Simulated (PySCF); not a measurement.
# C₃H₇ClSi: electronic excitations at several levels of theory

Aim: compute the electronic excitations of C₃H₇ClSi (`[SiH3]C/C=C\Cl`) at several levels, and see how far they spread and what each costs.

Computed with PySCF 2.14.0, with density-fitted response routines of our own, on a single molecule in the gas phase. Atoms are numbered from 0 throughout.

## (1) Starting geometry

12 atoms, charge 0, multiplicity 1; geometry from: PBE0-D3(BJ)/def2-SVP.

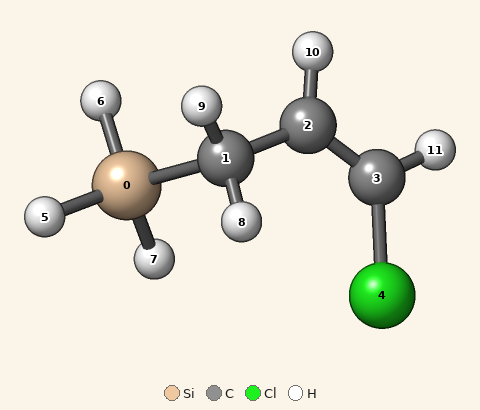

The starting geometry (silicon light orange, carbon grey, chlorine green, hydrogen white), atoms numbered; sticks join atoms by distance.

## (2) Excited states and response: LDA/def2-SVPD

The job: settings as JSON, then the geometry in Å.

```
{"job": {"kind": "uv", "xc": "LDA", "basis": "def2-SVPD", "ip": true}, "charge": 0, "multiplicity": 1}
Si    -1.704946     0.104787    -0.249894
C     -0.183081    -0.164737     0.853026
C      1.030640     0.464377     0.266065
C      1.910412    -0.124143    -0.548988
Cl     1.786365    -1.778731    -1.038532
H     -2.908245    -0.520526     0.381347
H     -1.957328     1.569488    -0.414273
H     -1.476735    -0.502518    -1.593563
H     -0.044308    -1.251736     0.968815
H     -0.406838     0.257307     1.845723
H      1.217925     1.521235     0.485832
H      2.776768     0.390671    -0.967845
```

Method: TDDFT LDA/def2-SVPD, vertical, gas phase, core orbitals frozen in the response.

Run with:

```bash
> OMP_NUM_THREADS=1 python probes_run.py task.json out
```

One launch serves the whole session: the jobs run in the order shown.

Standard output:

```text
coarse grid: 10848 points
cycle   1  E = -863.9690707407  dE =  1.882e-01  |g| = 4.304e-01  |ddm| = 5.196e+00
cycle   2  E = -863.8647848172  dE =  1.043e-01  |g| = 7.357e-01  |ddm| = 1.494e+00
cycle   3  E = -864.0118185097  dE = -1.470e-01  |g| = 1.745e-01  |ddm| = 1.184e+00
cycle   4  E = -864.0199440913  dE = -8.126e-03  |g| = 6.754e-02  |ddm| = 3.740e-01
cycle   5  E = -864.0211254659  dE = -1.181e-03  |g| = 1.924e-02  |ddm| = 1.562e-01
cycle   6  E = -864.0212154991  dE = -9.003e-05  |g| = 6.037e-03  |ddm| = 4.316e-02
cycle   7  E = -864.0212255871  dE = -1.009e-05  |g| = 1.512e-03  |ddm| = 1.220e-02
cycle   8  E = -864.0212261734  dE = -5.864e-07  |g| = 4.027e-04  |ddm| = 3.287e-03
final grid: 94904 points
cycle   9  E = -864.1298436187  dE = -2.486e-05  |g| = 2.155e-03  |ddm| = 9.031e-02
cycle  10  E = -864.1298418228  dE =  1.796e-06  |g| = 3.319e-03  |ddm| = 8.042e-03
cycle  11  E = -864.1298447869  dE = -2.964e-06  |g| = 5.786e-04  |ddm| = 6.101e-03
cycle  12  E = -864.1298448790  dE = -9.205e-08  |g| = 2.735e-04  |ddm| = 1.692e-03
cycle  13  E = -864.1298448974  dE = -1.842e-08  |g| = 1.333e-04  |ddm| = 6.753e-04
cycle  14  E = -864.1298449020  dE = -4.595e-09  |g| = 2.166e-05  |ddm| = 2.279e-04
cycle  15  E = -864.1298449021  dE = -1.210e-10  |g| = 6.197e-06  |ddm| = 4.446e-05
converged SCF energy = -864.1298449021

Static polarisability (au): isotropic 84.730, principal 68.855 80.454 104.880

Singlet excitations
state   eV       nm        f      main configurations
  1   5.6135    220.9   0.01049   H->L+1 0.92
  2   5.8157    213.2   0.28749   H->L 0.80
  3   6.1316    202.2   0.00093   H->L+2 0.95
  4   6.2728    197.7   0.00809   H-1->L 0.99
  5   6.4383    192.6   0.01000   H->L+3 0.92
  6   6.5132    190.4   0.00543   H->L+4 0.96
  7   6.6454    186.6   0.00844   H->L+5 0.92
  8   6.7650    183.3   0.00190   H-2->L 0.92
  9   6.9335    178.8   0.01210   H->L+6 0.85
 10   6.9376    178.7   0.01531   H-3->L 0.98

Triplet excitations (Tamm-Dancoff, eV): 4.1790 5.4661 5.8632 6.1472
Vertical ionisation energy (delta-SCF) = 9.0316 eV
Vertical electron affinity (delta-SCF) = -0.9417 eV
```

It took 49 s on 1 thread of Arm Neoverse V1, shared host; peak memory 0.49 GiB.

Frontier orbitals and where they lie:

```tsv
orbital	eV	atoms
HOMO−3	-8.26	Si0 38 %, H5 26 %, H7 11 %
HOMO−2	-8.12	Si0 35 %, H6 23 %, H7 18 %
HOMO−1	-7.62	Cl4 74 %, C3 11 %, H11 4 %
HOMO	-6.11	C3 27 %, Cl4 25 %, C2 25 %
LUMO	-1.41	C3 32 %, C2 30 %, Cl4 10 %
LUMO+1	-0.56	Si0 25 %, Cl4 18 %, C1 9 %
LUMO+2	-0.12	Cl4 43 %, C3 19 %, Si0 11 %
```

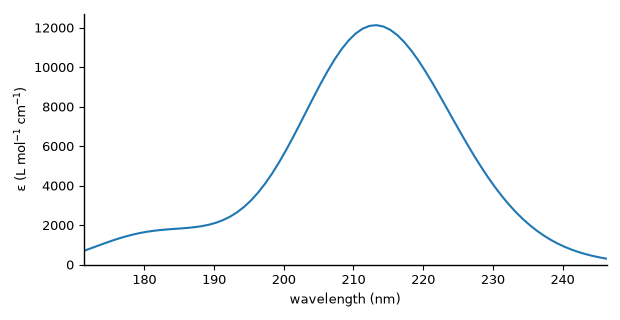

Absorption spectrum: each of the 10 states is a Gaussian band of 0.4 eV half-width at 1/e. Beyond the last state computed it falls off for lack of states.

Ground-state properties from the same run:

```tsv
property	computed
dipole moment (D)	1.50
polarisability (Å³)	12.56
HOMO–LUMO gap (eV)	4.70
−ε(HOMO) (eV)	6.11
```

## (3) TDDFT and polarisability: PBE/def2-SVPD

Settings changed since step 2:

```diff
@@ -1,2 +1,2 @@
-{"job": {"kind": "uv", "xc": "LDA", "basis": "def2-SVPD", "ip": true}, "charge": 0, "multiplicity": 1}
+{"job": {"kind": "uv", "xc": "PBE", "basis": "def2-SVPD", "ip": true}, "charge": 0, "multiplicity": 1}
 Si    -1.704946     0.104787    -0.249894
```

With the program's defaults for keys left out, this is: TDDFT PBE/def2-SVPD, vertical, gas phase, core orbitals frozen in the response.

Standard output:

```text
coarse grid: 10848 points
cycle   1  E = -867.2038381673  dE =  1.891e-01  |g| = 4.097e-01  |ddm| = 5.163e+00
cycle   2  E = -867.1208394250  dE =  8.300e-02  |g| = 6.723e-01  |ddm| = 1.409e+00
cycle   3  E = -867.2431477238  dE = -1.223e-01  |g| = 1.677e-01  |ddm| = 1.091e+00
cycle   4  E = -867.2506875940  dE = -7.540e-03  |g| = 6.260e-02  |ddm| = 3.615e-01
cycle   5  E = -867.2517197414  dE = -1.032e-03  |g| = 1.684e-02  |ddm| = 1.447e-01
cycle   6  E = -867.2517880787  dE = -6.834e-05  |g| = 5.520e-03  |ddm| = 3.989e-02
cycle   7  E = -867.2517968338  dE = -8.755e-06  |g| = 1.382e-03  |ddm| = 1.178e-02
final grid: 94904 points
cycle   8  E = -867.3837703320  dE = -1.831e-05  |g| = 8.720e-03  |ddm| = 1.193e-01
cycle   9  E = -867.3837265049  dE =  4.383e-05  |g| = 1.517e-02  |ddm| = 3.218e-02
cycle  10  E = -867.3837894963  dE = -6.299e-05  |g| = 2.436e-03  |ddm| = 2.440e-02
cycle  11  E = -867.3837912099  dE = -1.714e-06  |g| = 7.034e-04  |ddm| = 4.759e-03
cycle  12  E = -867.3837913420  dE = -1.322e-07  |g| = 1.285e-04  |ddm| = 1.599e-03
cycle  13  E = -867.3837913460  dE = -3.906e-09  |g| = 4.669e-05  |ddm| = 2.544e-04
cycle  14  E = -867.3837913465  dE = -5.696e-10  |g| = 1.015e-05  |ddm| = 1.075e-04
converged SCF energy = -867.3837913465

Static polarisability (au): isotropic 83.267, principal 67.542 79.067 103.193

Singlet excitations
state   eV       nm        f      main configurations
  1   5.6267    220.3   0.01236   H->L+1 0.91
  2   5.8533    211.8   0.28508   H->L 0.77
  3   6.0967    203.4   0.00075   H->L+2 0.96
  4   6.3564    195.1   0.00586   H-1->L 0.99
  5   6.4275    192.9   0.01918   H->L+3 0.88
  6   6.4958    190.9   0.00758   H->L+4 0.95
  7   6.6511    186.4   0.00382   H->L+5 0.98
  8   6.9418    178.6   0.01722   H->L+6 0.80
  9   6.9576    178.2   0.00080   H-2->L 0.85
 10   7.0222    176.6   0.00759   H->L+7 0.97

Triplet excitations (Tamm-Dancoff, eV): 4.0126 5.4378 5.8105 6.2127
Vertical ionisation energy (delta-SCF) = 8.8552 eV
Vertical electron affinity (delta-SCF) = -1.1127 eV
```

Run time: 73 s. Hardware: 1 thread of Arm Neoverse V1, shared host; peak memory 0.64 GiB.

In short: HOMO -5.97 eV, LUMO -1.21 eV; lowest singlet 5.63 eV.

## (4) Ultraviolet spectrum: B3LYP/def2-SVPD

Settings changed since step 3:

```diff
@@ -1,2 +1,2 @@
-{"job": {"kind": "uv", "xc": "PBE", "basis": "def2-SVPD", "ip": true}, "charge": 0, "multiplicity": 1}
+{"job": {"kind": "uv", "xc": "B3LYP", "basis": "def2-SVPD", "ip": true}, "charge": 0, "multiplicity": 1}
 Si    -1.704946     0.104787    -0.249894
```

With the program's defaults for keys left out, this is: TDDFT B3LYP/def2-SVPD, vertical, gas phase, core orbitals frozen in the response.

Standard output:

```text
coarse grid: 10848 points
cycle   1  E = -867.7943726068  dE =  2.421e-01  |g| = 3.191e-01  |ddm| = 4.874e+00
cycle   2  E = -867.7794858188  dE =  1.489e-02  |g| = 3.964e-01  |ddm| = 1.042e+00
cycle   3  E = -867.8196374922  dE = -4.015e-02  |g| = 9.548e-02  |ddm| = 6.048e-01
cycle   4  E = -867.8219786229  dE = -2.341e-03  |g| = 3.155e-02  |ddm| = 2.052e-01
cycle   5  E = -867.8222296630  dE = -2.510e-04  |g| = 8.200e-03  |ddm| = 7.058e-02
cycle   6  E = -867.8222469984  dE = -1.734e-05  |g| = 1.987e-03  |ddm| = 2.091e-02
cycle   7  E = -867.8222480169  dE = -1.018e-06  |g| = 5.712e-04  |ddm| = 4.403e-03
final grid: 94904 points
cycle   8  E = -867.9285712715  dE = -1.973e-05  |g| = 3.192e-03  |ddm| = 8.066e-02
cycle   9  E = -867.9285688676  dE =  2.404e-06  |g| = 4.305e-03  |ddm| = 1.018e-02
cycle  10  E = -867.9285739568  dE = -5.089e-06  |g| = 4.728e-04  |ddm| = 7.048e-03
cycle  11  E = -867.9285740139  dE = -5.712e-08  |g| = 2.086e-04  |ddm| = 1.176e-03
cycle  12  E = -867.9285740242  dE = -1.031e-08  |g| = 5.511e-05  |ddm| = 4.409e-04
cycle  13  E = -867.9285740250  dE = -7.772e-10  |g| = 1.759e-05  |ddm| = 1.592e-04
converged SCF energy = -867.9285740250

Static polarisability (au): isotropic 80.946, principal 66.011 76.938 99.889

Singlet excitations
state   eV       nm        f      main configurations
  1   6.0285    205.7   0.03823   H->L+1 0.77, H->L 0.19
  2   6.1920    200.2   0.31336   H->L 0.74, H->L+1 0.17
  3   6.4073    193.5   0.00226   H->L+2 0.94
  4   6.8753    180.3   0.02322   H->L+4 0.62, H->L+3 0.32
  5   6.9680    177.9   0.00784   H->L+3 0.56, H->L+4 0.25
  6   6.9836    177.5   0.00861   H-1->L 0.90
  7   7.2693    170.6   0.00274   H->L+5 0.94
  8   7.3596    168.5   0.00927   H->L+7 0.61, H->L+6 0.34
  9   7.4600    166.2   0.01947   H->L+6 0.54, H->L+7 0.29
 10   7.6943    161.1   0.03096   H->L+8 0.90

Triplet excitations (Tamm-Dancoff, eV): 4.0363 5.7791 6.1732 6.7092
Vertical ionisation energy (delta-SCF) = 9.0210 eV
```

Wall time 46 s (1 thread of Arm Neoverse V1, shared host); peak memory 0.79 GiB.

Key values: HOMO -6.86 eV, LUMO -0.48 eV; lowest singlet 6.03 eV.

## (5) Excited states and response: PBE0/def2-SVPD

Settings changed since step 4:

```diff
@@ -1,2 +1,2 @@
-{"job": {"kind": "uv", "xc": "B3LYP", "basis": "def2-SVPD", "ip": true}, "charge": 0, "multiplicity": 1}
+{"job": {"kind": "uv", "xc": "PBE0", "basis": "def2-SVPD", "ip": true}, "charge": 0, "multiplicity": 1}
 Si    -1.704946     0.104787    -0.249894
```

Level: TDDFT PBE0/def2-SVPD, vertical, gas phase, core orbitals frozen in the response.

Standard output:

```text
coarse grid: 10848 points
cycle   1  E = -867.3498500080  dE =  2.589e-01  |g| = 2.782e-01  |ddm| = 4.851e+00
cycle   2  E = -867.3430967939  dE =  6.753e-03  |g| = 3.253e-01  |ddm| = 9.854e-01
cycle   3  E = -867.3695188879  dE = -2.642e-02  |g| = 7.948e-02  |ddm| = 5.349e-01
cycle   4  E = -867.3711291812  dE = -1.610e-03  |g| = 2.506e-02  |ddm| = 1.737e-01
cycle   5  E = -867.3712886313  dE = -1.595e-04  |g| = 6.130e-03  |ddm| = 5.916e-02
cycle   6  E = -867.3712984053  dE = -9.774e-06  |g| = 1.336e-03  |ddm| = 1.655e-02
final grid: 94904 points
cycle   7  E = -867.4700828211  dE = -1.510e-05  |g| = 5.945e-03  |ddm| = 8.426e-02
cycle   8  E = -867.4700764126  dE =  6.409e-06  |g| = 7.615e-03  |ddm| = 2.598e-02
cycle   9  E = -867.4700926112  dE = -1.620e-05  |g| = 5.357e-04  |ddm| = 1.576e-02
cycle  10  E = -867.4700926905  dE = -7.924e-08  |g| = 1.380e-04  |ddm| = 1.730e-03
cycle  11  E = -867.4700926947  dE = -4.178e-09  |g| = 5.897e-05  |ddm| = 2.937e-04
cycle  12  E = -867.4700926954  dE = -7.637e-10  |g| = 2.307e-05  |ddm| = 1.155e-04
converged SCF energy = -867.4700926954

Static polarisability (au): isotropic 80.279, principal 65.520 76.258 99.058

Singlet excitations
state   eV       nm        f      main configurations
  1   6.2340    198.9   0.11115   H->L+1 0.55, H->L 0.39
  2   6.3223    196.1   0.25874   H->L 0.56, H->L+1 0.35
  3   6.6067    187.7   0.00228   H->L+2 0.88
  4   7.1142    174.3   0.02297   H->L+4 0.61, H->L+3 0.25
  5   7.1620    173.1   0.00872   H-1->L 0.90
  6   7.2010    172.2   0.00441   H->L+3 0.59, H->L+4 0.21, H->L+6 0.08
  7   7.4888    165.6   0.00264   H->L+5 0.93
  8   7.6393    162.3   0.00818   H->L+7 0.75, H->L+6 0.18
  9   7.6914    161.2   0.02209   H->L+6 0.63, H->L+7 0.15
 10   7.9528    155.9   0.03706   H->L+8 0.84

Triplet excitations (Tamm-Dancoff, eV): 3.9796 5.9188 6.3546 6.9185
Vertical ionisation energy (delta-SCF) = 9.0330 eV
```

Wall time 42 s (1 thread of Arm Neoverse V1, shared host); peak memory 0.79 GiB.

This run: HOMO -7.08 eV, LUMO -0.26 eV; lowest singlet 6.23 eV.

## (6) TDDFT and polarisability: BHandHLYP/def2-SVPD

Settings changed since step 5:

```diff
@@ -1,2 +1,2 @@
-{"job": {"kind": "uv", "xc": "PBE0", "basis": "def2-SVPD", "ip": true}, "charge": 0, "multiplicity": 1}
+{"job": {"kind": "uv", "xc": "BHandHLYP", "basis": "def2-SVPD", "ip": true}, "charge": 0, "multiplicity": 1}
 Si    -1.704946     0.104787    -0.249894
```

With the program's defaults for keys left out, this is: TDDFT BHandHLYP/def2-SVPD, vertical, gas phase, core orbitals frozen in the response.

Standard output:

```text
coarse grid: 10848 points
cycle   1  E = -867.7156270159  dE =  3.517e-01  |g| = 2.726e-01  |ddm| = 4.518e+00
cycle   2  E = -867.7294085811  dE = -1.378e-02  |g| = 2.096e-01  |ddm| = 1.096e+00
cycle   3  E = -867.7395533118  dE = -1.014e-02  |g| = 6.469e-02  |ddm| = 4.965e-01
cycle   4  E = -867.7406344097  dE = -1.081e-03  |g| = 1.963e-02  |ddm| = 1.341e-01
cycle   5  E = -867.7407391569  dE = -1.047e-04  |g| = 3.491e-03  |ddm| = 4.680e-02
cycle   6  E = -867.7407426572  dE = -3.500e-06  |g| = 1.164e-03  |ddm| = 9.116e-03
final grid: 94904 points
cycle   7  E = -867.8098423522  dE = -9.777e-06  |g| = 1.577e-03  |ddm| = 4.890e-02
cycle   8  E = -867.8098425866  dE = -2.343e-07  |g| = 1.311e-03  |ddm| = 5.465e-03
cycle   9  E = -867.8098430193  dE = -4.327e-07  |g| = 1.377e-04  |ddm| = 2.340e-03
cycle  10  E = -867.8098430238  dE = -4.555e-09  |g| = 7.757e-05  |ddm| = 5.785e-04
cycle  11  E = -867.8098430254  dE = -1.598e-09  |g| = 2.039e-05  |ddm| = 2.131e-04
cycle  12  E = -867.8098430255  dE = -1.130e-10  |g| = 5.150e-06  |ddm| = 4.165e-05
converged SCF energy = -867.8098430255

Static polarisability (au): isotropic 78.203, principal 64.044 74.234 96.332

Singlet excitations
state   eV       nm        f      main configurations
  1   6.5318    189.8   0.22763   H->L 0.81
  2   6.6192    187.3   0.19175   H->L+1 0.68, H->L 0.12
  3   6.8608    180.7   0.00375   H->L+2 0.71, H->L+1 0.11
  4   7.5138    165.0   0.03786   H->L+4 0.42, H->L+3 0.20, H->L+1 0.08
  5   7.7405    160.2   0.00557   H->L+3 0.55, H->L+7 0.18, H->L+2 0.12
  6   7.8966    157.0   0.01308   H->L+6 0.46, H->L+4 0.20, H->L+5 0.16
  7   7.9113    156.7   0.00231   H-1->L 0.69, H-1->L+1 0.10
  8   8.1250    152.6   0.00304   H->L+5 0.38, H->L+7 0.33, H->L+8 0.13
  9   8.1698    151.8   0.02274   H->L+5 0.37, H->L+6 0.29, H->L+7 0.18
 10   8.4060    147.5   0.03641   H-1->L+2 0.22, H-1->L+1 0.20, H-1->L+4 0.18

Triplet excitations (Tamm-Dancoff, eV): 3.9544 6.2027 6.6552 7.3027
Vertical ionisation energy (delta-SCF) = 9.0280 eV
```

It took 38 s on 1 thread of Arm Neoverse V1, shared host; peak memory 0.79 GiB.

Key values: HOMO -8.05 eV, LUMO 0.73 eV; lowest singlet 6.53 eV.

## (7) Excited states and response: CAM-B3LYP/def2-SVPD

Settings changed since step 6:

```diff
@@ -1,2 +1,2 @@
-{"job": {"kind": "uv", "xc": "BHandHLYP", "basis": "def2-SVPD", "ip": true}, "charge": 0, "multiplicity": 1}
+{"job": {"kind": "uv", "xc": "CAM-B3LYP", "basis": "def2-SVPD", "ip": true}, "charge": 0, "multiplicity": 1}
 Si    -1.704946     0.104787    -0.249894
```

Method: TDDFT CAM-B3LYP/def2-SVPD, vertical, gas phase, core orbitals frozen in the response.

Standard output:

```text
coarse grid: 10848 points
cycle   1  E = -867.7001429165  dE =  3.352e-01  |g| = 2.754e-01  |ddm| = 4.619e+00
cycle   2  E = -867.7096042102  dE = -9.461e-03  |g| = 2.407e-01  |ddm| = 1.089e+00
cycle   3  E = -867.7230665808  dE = -1.346e-02  |g| = 6.025e-02  |ddm| = 4.866e-01
cycle   4  E = -867.7239792519  dE = -9.127e-04  |g| = 1.946e-02  |ddm| = 1.243e-01
cycle   5  E = -867.7240793434  dE = -1.001e-04  |g| = 4.199e-03  |ddm| = 4.696e-02
cycle   6  E = -867.7240842212  dE = -4.878e-06  |g| = 1.177e-03  |ddm| = 1.050e-02
final grid: 94904 points
cycle   7  E = -867.8324579222  dE = -1.604e-05  |g| = 2.189e-03  |ddm| = 4.853e-02
cycle   8  E = -867.8324581621  dE = -2.400e-07  |g| = 2.001e-03  |ddm| = 6.849e-03
cycle   9  E = -867.8324591756  dE = -1.013e-06  |g| = 1.487e-04  |ddm| = 3.299e-03
cycle  10  E = -867.8324591816  dE = -5.981e-09  |g| = 7.382e-05  |ddm| = 6.459e-04
cycle  11  E = -867.8324591831  dE = -1.505e-09  |g| = 1.941e-05  |ddm| = 2.364e-04
cycle  12  E = -867.8324591832  dE = -9.982e-11  |g| = 6.023e-06  |ddm| = 4.002e-05
converged SCF energy = -867.8324591832

Static polarisability (au): isotropic 79.595, principal 65.273 75.665 97.846

Singlet excitations
state   eV       nm        f      main configurations
  1   6.4157    193.3   0.27081   H->L 0.86
  2   6.5099    190.5   0.11802   H->L+1 0.70, H->L 0.08
  3   6.7552    183.5   0.00285   H->L+2 0.73, H->L+1 0.11
  4   7.4076    167.4   0.03527   H->L+4 0.47, H->L+3 0.16
  5   7.5063    165.2   0.00701   H-1->L 0.81
  6   7.6427    162.2   0.00359   H->L+3 0.51, H->L+7 0.22, H->L+2 0.12
  7   7.7954    159.0   0.00966   H->L+6 0.50, H->L+5 0.21, H->L+4 0.18
  8   8.0027    154.9   0.00469   H->L+7 0.42, H->L+5 0.27, H->L+8 0.12
  9   8.0690    153.7   0.01668   H->L+5 0.42, H->L+6 0.31, H->L+7 0.11
 10   8.1286    152.5   0.01941   H-1->L+1 0.28, H-1->L+2 0.27, H-1->L+4 0.21

Triplet excitations (Tamm-Dancoff, eV): 4.0239 6.1032 6.5578 7.1997
Vertical ionisation energy (delta-SCF) = 9.1456 eV
```

Run time: 46 s. Hardware: 1 thread of Arm Neoverse V1, shared host; peak memory 0.86 GiB.

This run: HOMO -8.36 eV, LUMO 0.80 eV; lowest singlet 6.42 eV.

## (8) Excited states and response: wB97X-D/def2-SVPD

Settings changed since step 7:

```diff
@@ -1,2 +1,2 @@
-{"job": {"kind": "uv", "xc": "CAM-B3LYP", "basis": "def2-SVPD", "ip": true}, "charge": 0, "multiplicity": 1}
+{"job": {"kind": "uv", "xc": "wB97X-D", "basis": "def2-SVPD", "ip": true}, "charge": 0, "multiplicity": 1}
 Si    -1.704946     0.104787    -0.249894
```

Method: TDDFT wB97X-D/def2-SVPD, vertical, gas phase, core orbitals frozen in the response.

Standard output:

```text
coarse grid: 10848 points
cycle   1  E = -867.7104887253  dE =  3.490e-01  |g| = 2.701e-01  |ddm| = 4.449e+00
cycle   2  E = -867.7238162818  dE = -1.333e-02  |g| = 2.118e-01  |ddm| = 1.251e+00
cycle   3  E = -867.7343535292  dE = -1.054e-02  |g| = 4.998e-02  |ddm| = 5.124e-01
cycle   4  E = -867.7350428655  dE = -6.893e-04  |g| = 1.626e-02  |ddm| = 1.215e-01
cycle   5  E = -867.7351194298  dE = -7.656e-05  |g| = 3.716e-03  |ddm| = 4.983e-02
cycle   6  E = -867.7351241830  dE = -4.753e-06  |g| = 1.279e-03  |ddm| = 1.300e-02
final grid: 94904 points
cycle   7  E = -867.8442910949  dE = -8.325e-05  |g| = 3.563e-03  |ddm| = 1.339e-01
cycle   8  E = -867.8442936043  dE = -2.509e-06  |g| = 1.963e-03  |ddm| = 1.683e-02
cycle   9  E = -867.8442945288  dE = -9.245e-07  |g| = 5.777e-04  |ddm| = 4.605e-03
cycle  10  E = -867.8442946149  dE = -8.609e-08  |g| = 2.712e-04  |ddm| = 1.447e-03
cycle  11  E = -867.8442946340  dE = -1.911e-08  |g| = 4.017e-05  |ddm| = 5.271e-04
cycle  12  E = -867.8442946347  dE = -7.517e-10  |g| = 1.816e-05  |ddm| = 1.463e-04
converged SCF energy = -867.8442946347

Static polarisability (au): isotropic 79.512, principal 65.344 75.615 97.576

Singlet excitations
state   eV       nm        f      main configurations
  1   6.4665    191.7   0.37935   H->L 0.95
  2   6.6519    186.4   0.01110   H->L+1 0.59, H->L+4 0.10, H->L+3 0.08
  3   6.9482    178.4   0.00242   H->L+2 0.54, H->L+1 0.22, H->L+3 0.15
  4   7.4828    165.7   0.00321   H-1->L 0.90
  5   7.6462    162.2   0.04573   H->L+4 0.58, H->L+3 0.13, H->L+1 0.09
  6   7.8324    158.3   0.00053   H->L+3 0.26, H->L+2 0.21, H->L+7 0.19
  7   8.1118    152.8   0.00476   H->L+6 0.38, H->L+5 0.34, H->L+7 0.12
  8   8.2085    151.0   0.00613   H->L+7 0.33, H->L+5 0.21, H->L+8 0.18
  9   8.2392    150.5   0.01227   H-1->L+1 0.28, H-1->L+2 0.20, H-1->L+4 0.17
 10   8.2822    149.7   0.02721   H->L+6 0.34, H->L+5 0.30, H->L+8 0.14

Triplet excitations (Tamm-Dancoff, eV): 4.1278 6.2337 6.8559 7.3273
Vertical ionisation energy (delta-SCF) = 9.1132 eV
```

It took 40 s on 1 thread of Arm Neoverse V1, shared host; peak memory 0.84 GiB.

In short: HOMO -8.89 eV, LUMO 1.50 eV; lowest singlet 6.47 eV.

[end of part 1 of 2]
